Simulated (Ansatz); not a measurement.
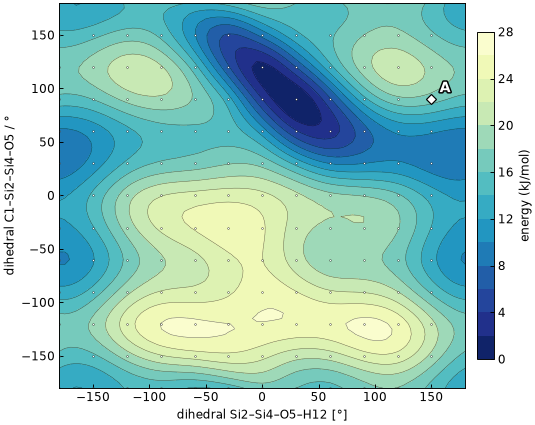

CH₇FOSi₂, SMILES C[SiH](F)[SiH2]O. First axis: dihedral Si2–Si4–O5–H12. Second axis: dihedral C1–Si2–Si4–O5. Nothing is relaxed (all other coordinates rigid). The grid has 12 × 12 points. All energies are given in kJ/mol relative to the relaxed molecule at the same level. Theory: Ansatz 0.2.0, RKS PBE-D4/def2-SVP.

In the figure: filled contours, dots at the grid points, the point A. Between grid points the surface is interpolated.

Question: Which way does the force act at A, and how strong is it?

Answer: A, at dihedral Si2–Si4–O5–H12 = 150°, dihedral C1–Si2–Si4–O5 = 90°, is not a stationary point. The computed force is 0.063 kJ/mol for each degree towards larger values of dihedral Si2–Si4–O5–H12 and 0.2 kJ/mol for each degree towards smaller values of dihedral C1–Si2–Si4–O5.
